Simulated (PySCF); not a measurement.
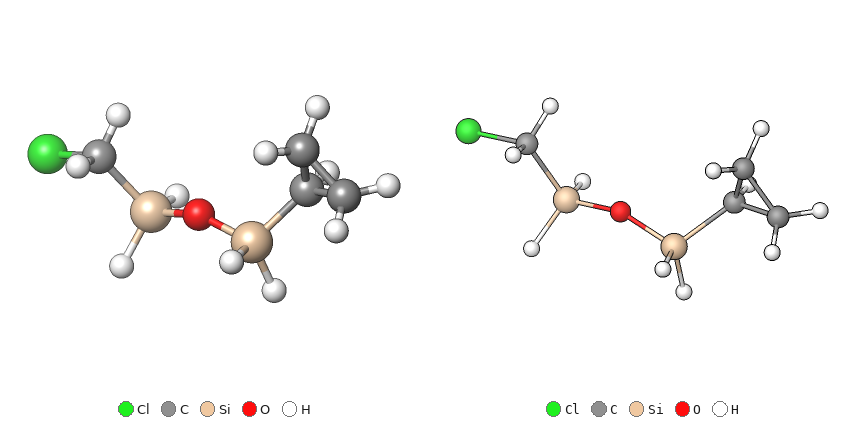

Both panels show the same species.

Computed geometry: PBE0-D3(BJ)/def2-SVP optimisation. No frequency run is at hand to confirm it as a minimum.

> Give the formula.

C4H11ClOSi2, 19 atoms: 4 carbon, 11 hydrogen, 1 chlorine, 1 oxygen and 2 silicon.

> Name functional groups in it.

Among them: C–Cl bond, Si–H bond, Si–O bond.

> Give the symmetry (Schoenflies symbol).

C1.

> How many bonds of each kind are drawn?

7 C–H, 4 Si–H, 3 C–C, 2 C–Si, 2 O–Si, 1 C–Cl.

More results for the same structure follow; atom numbers are the same in all pictures, views and colours differ.

Shape

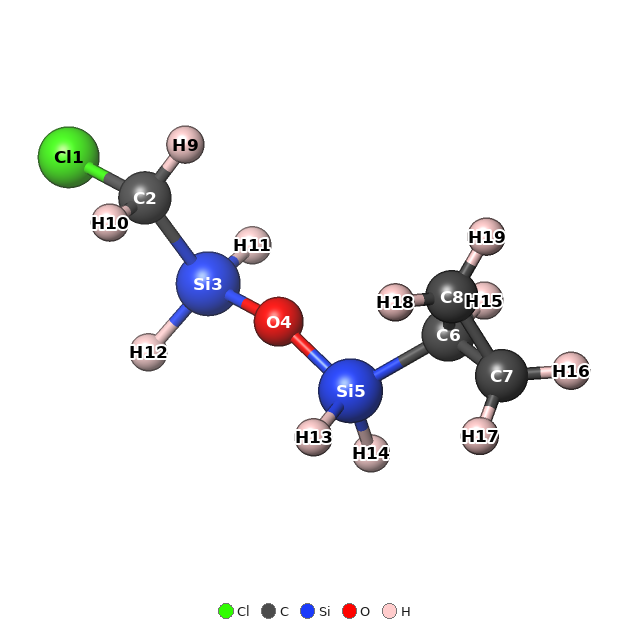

The atoms are numbered. No frequency run is at hand to confirm it as a minimum.

Give the bond lengths. Leave out bonds to hydrogen.

| bond | length (Å) | order |
| --- | --- | --- |
| Cl1–C2 | 1.792 | single |
| C2–Si3 | 1.884 | single |
| Si3–O4 | 1.652 | single |
| O4–Si5 | 1.660 | single |
| Si5–C6 | 1.854 | single |
| C6–C7 | 1.513 | single |
| C6–C8 | 1.510 | single |
| C7–C8 | 1.491 | single |

NMR shielding

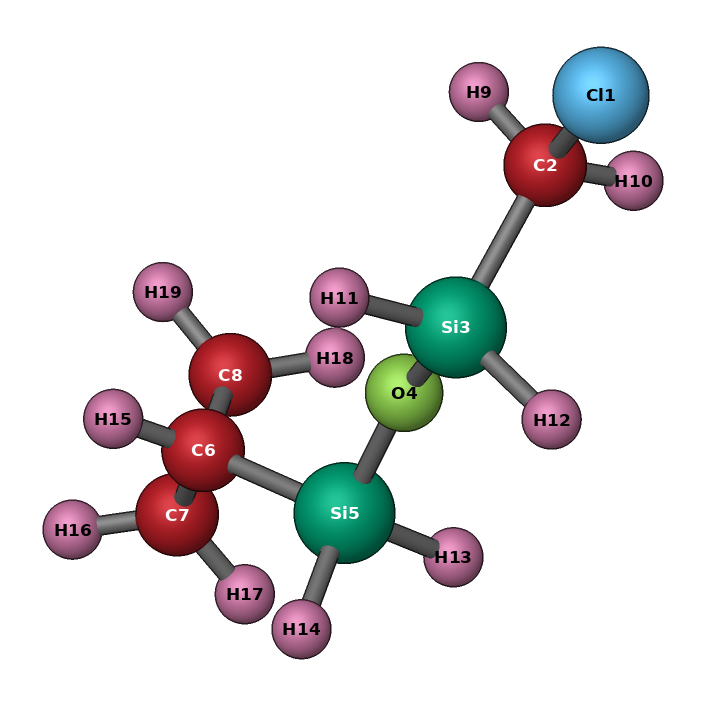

No frequency run is at hand to confirm it as a minimum. Properties computed with GIAO PBE0/pcSseg-1 NMR shielding, non-relativistic, IEF-PCM acetonitrile (PySCF 2.14.0). Principal shieldings σ11 ≤ σ22 ≤ σ33, span Ω = σ33 − σ11, skew κ = 3(σiso − σ22)/Ω.

Give the shielding tensors of the O atoms.

| atom | σ11 | σ22 | σ33 | σiso | Ω | κ |
| --- | --- | --- | --- | --- | --- | --- |
| O4 | 270.3 | 306.9 | 325.2 | 300.8 | 54.9 | −0.33 |

Shieldings and span in ppm.

Ring current

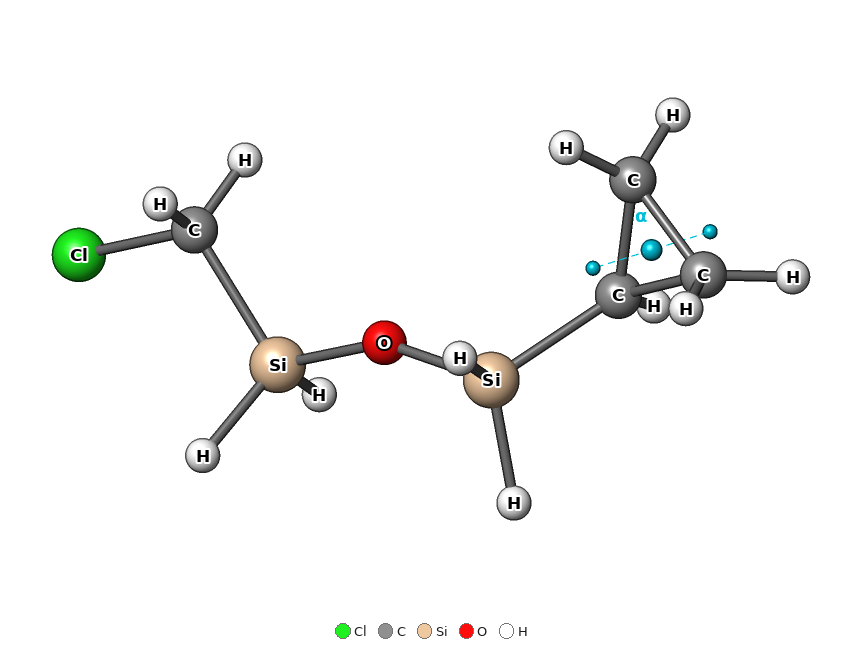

The small points mark where nucleus-independent chemical shifts (NICS) were computed: at the centre of each lettered ring and 1 Å above and below it. No frequency run is at hand to confirm it as a minimum. Properties computed with GIAO HF/pcSseg-1 NMR shielding, non-relativistic, gas phase (PySCF 2.14.0).

Give NICS(0), NICS(1) and the out-of-plane component NICS(1)zz for each ring (means of the two sides).

```tsv
ring	members	NICS(0)	NICS(1)	NICS(1)zz
α	C3	−44.6	−9.4	−24.6
```

Values in ppm.

Polarisability

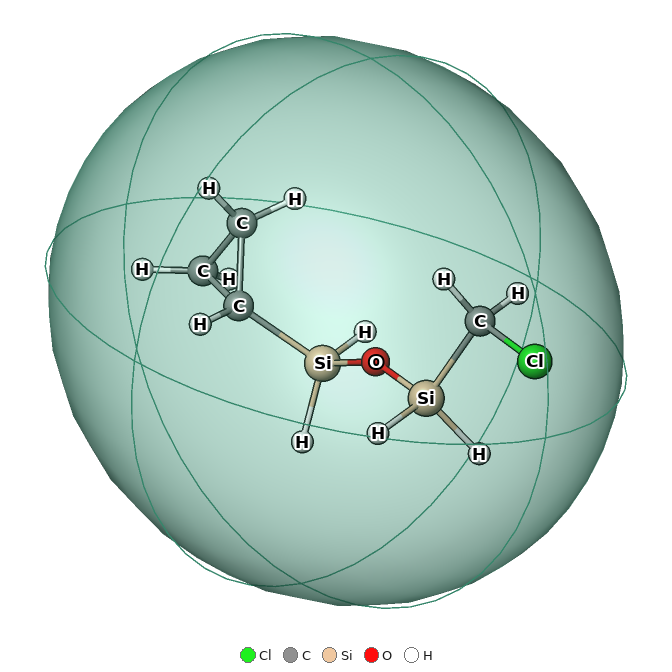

The ellipsoid shows the static dipole polarisability: its half-axes are proportional to the principal values. No frequency run is at hand to confirm it as a minimum. Computed with CAM-B3LYP/def2-SVPD in acetonitrile (IEF-PCM) (PySCF 2.14.0).

> How large and how anisotropic is the polarisability?

Principal values 136.8, 146.8, 169.3 bohr³; mean 150.9 bohr³ (22.37 Å³); anisotropy 28.8 bohr³, so the longest axis is 1.24 times the shortest.
